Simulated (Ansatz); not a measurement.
# BCl2 (SMILES Cl[B]Cl): UCCSDT/STO-3G

Aim: the vertical ionisation energy of BCl2 at UCCSDT/STO-3G, from 2 runs. 

Program for the calculation: Ansatz 0.2.0.

38 further runs of the same task are left out: 4 that didn't finish, 34 set aside as unsound or not needed.

## (1) The system as given

BCl2: 3 atoms, total charge 0, spin state doublet. As SMILES, `Cl[B]Cl`. The shape is that of a PBE0-D4/def2-TZVP optimisation.

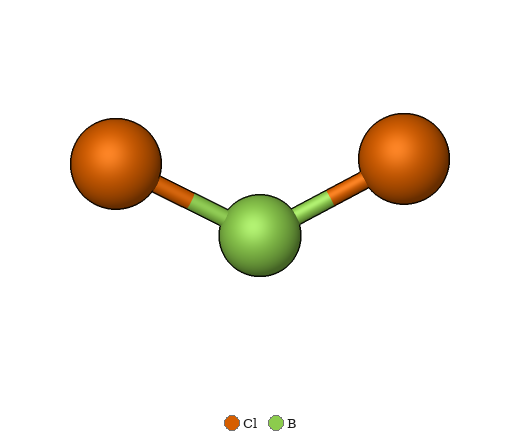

The structure, seen from a chosen angle (chlorine orange, boron green).

## (2) The energy at UCCSDT/STO-3G

Contents of molecule.yaml:

```yaml
crystal:
  periodic: [false, false, false]
  atoms:
    - {symbol: Cl, position_ang: [0.371500, -1.525600, 0.030000]}
    - {symbol: B, position_ang: [-0.463900, -0.050300, -0.256900]}
    - {symbol: Cl, position_ang: [0.081500, 1.511100, 0.213700]}
basis:
  gaussian: {orbitals: STO-3G}
magnetization: {spin_polarized: true, initial_magnetization: 1}
correlation: {method: ccsdt, frozen_orbitals: {B: 1, Cl: 5}}
accuracy: high
scf: {omitted_lower_state_checks: [cluster_reference, increment]}
```

Started as:

```bash
$ ansatz run molecule.yaml --threads 1 --pin off --max-ram 2610MiB --events-out events.jsonl --progress --plain --runs-dir runs
```

Log (excerpt; [...] marks lines left out):

```text
Warning: RAYON_NUM_THREADS=1 ignored (pool sized by the plan → 1); use --threads N
Functional definition: HF
  name "HF"
[...]
404 factors; integrals over basis functions are off by at most 1.6e-8 eV
[...]
mean field -25402.68111153 eV, -933.5313122931 hartree, gradient 9.9e-8 eV, S^2 0.753681; 0 other end points of the search recorded, 0 dependent functions left out
11 core orbitals not correlated: weight in the atoms' cores, before any rotation towards them, 1.000 or more for the frozen orbitals, at most 0.000 for the correlated occupied ones
reference -25402.68111153 eV, -933.5313122931 hartree; 9, 8 occupied and 3, 4 virtual orbitals, 404 factors
second order -1.10653889 eV of doubles, -0.00000000 eV of singles
cycle   1  -1.23338358 eV  change   -1.3e-1 eV  update   6.9e-2
[...]
cycle  24  -1.46591451 eV  change   -1.4e-9 eV  update   1.2e-9
Total energy: -25404.14702605 eV, -933.5851836579 hartree
Checks for a lower state left out: cluster_reference, increment
```

Run time: 1.4 s. Hardware: 1 thread of Arm Neoverse V1, shared host; peak memory 0.095 GiB.

## (3) The singlet cation at the same level

Contents of job.yaml:

```yaml
crystal:
  periodic: [false, false, false]
  atoms:
    - {symbol: Cl, position_ang: [0.371500, -1.525600, 0.030000]}
    - {symbol: B, position_ang: [-0.463900, -0.050300, -0.256900]}
    - {symbol: Cl, position_ang: [0.081500, 1.511100, 0.213700]}
basis:
  gaussian: {orbitals: STO-3G}
correlation: {method: ccsdt, frozen_orbitals: {B: 1, Cl: 5}}
scf: {omitted_lower_state_checks: [cluster_reference, increment]}
magnetization: {spin_polarized: false, initial_magnetization: 0}
total_charge: 1
accuracy: high
```

Started as:

```bash
$ ansatz run job.yaml --threads 1 --pin off --max-ram 2610MiB --events-out events.jsonl --progress --plain --runs-dir runs
```

Log (excerpt; [...] marks lines left out):

```text
Warning: RAYON_NUM_THREADS=1 ignored (pool sized by the plan → 1); use --threads N
Functional definition: HF
  name "HF"
[...]
402 factors; integrals over basis functions are off by at most 1.6e-8 eV
[...]
mean field -25394.65111089 eV, -933.2362152126 hartree, gradient 1.6e-8 eV, S^2 0.000000; 0 other end points of the search recorded, 0 dependent functions left out
11 core orbitals not correlated: weight in the atoms' cores, before any rotation towards them, 1.000 or more for the frozen orbitals, at most 0.000 for the correlated occupied ones
reference -25394.65111089 eV, -933.2362152126 hartree; 8, 8 occupied and 4, 4 virtual orbitals, 402 factors
second order -2.19132363 eV of doubles, -0.00000000 eV of singles
cycle   1  -2.19095945 eV  change    3.6e-4 eV  update   1.4e-1
[...]
cycle  24  -2.73157551 eV  change  -2.9e-10 eV  update  9.7e-10
Total energy: -25397.38268640 eV, -933.3365987609 hartree
Checks for a lower state left out: cluster_reference, increment
```

Run time: 0.42 s. Hardware: 1 thread of Arm Neoverse V1, shared host.

## (4) What came out

At UCCSDT/STO-3G, 11 core orbitals frozen:

| quantity | value |
| --- | --- |
| doublet BCl2: total energy | -933.58518 Eh |
| doublet BCl2: correlation energy (11 core orbitals frozen) | -53.9 mEh |
| doublet BCl2: ⟨S²⟩ of the reference determinant | 0.754 |
| doublet BCl2: T1 diagnostic | 0.013 |
| singlet cation: total energy | -933.33660 Eh |
| singlet cation: correlation energy (11 core orbitals frozen) | -100.4 mEh |
| singlet cation: T1 diagnostic | 0.026 |
| vertical ionisation energy (to the singlet cation) | 6.764 eV |

In words: The vertical ionisation energy comes to 6.76 eV (653 kJ/mol). Only the singlet of the ionised species was computed; a triplet could lie lower. In a minimal basis such a difference can be off by several eV, whatever the method. The T1 diagnostic (singlet cation) of 0.026 is above the customary mark for such species, so a single reference may not serve.
